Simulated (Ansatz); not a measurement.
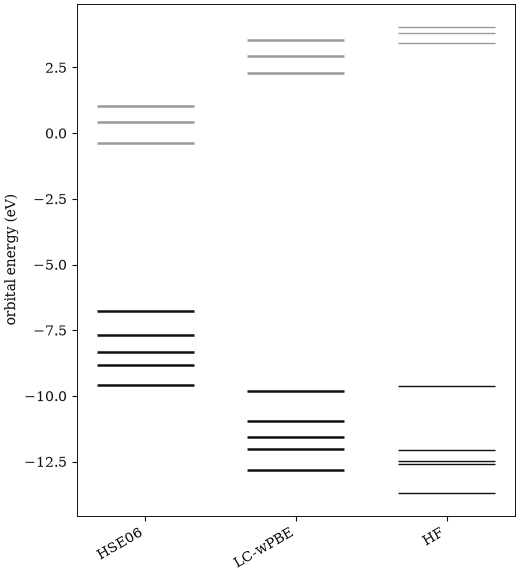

Frontier orbital energies of C₅H₁₁FGeO, SMILES C=C[CH2][Ge@]([CH3])([F])[O]C, singlet at one geometry, def2-TZVPP, the Ansatz code, at a PBE0-D4/def2-TZVP geometry (no frequency check). Empty levels are grey, levels within 0.1 eV stand side by side; all columns show the same few orbitals around the gap.

### How do the frontier levels move from column to column?

The separation grows from 6.37 eV (HSE06) to 13.04 eV (HF).

| level | HOMO (eV) | LUMO (eV) | separation (eV) |
| --- | --- | --- | --- |
| HSE06 | −6.76 | −0.39 | 6.37 |
| LC-wPBE | −9.81 | 2.29 | 12.10 |
| HF | −9.63 | 3.41 | 13.04 |

Caveats, for all or some of the runs: empty levels above zero depend strongly on the basis; no scalar relativity up to krypton; one conformer of a flexible molecule.
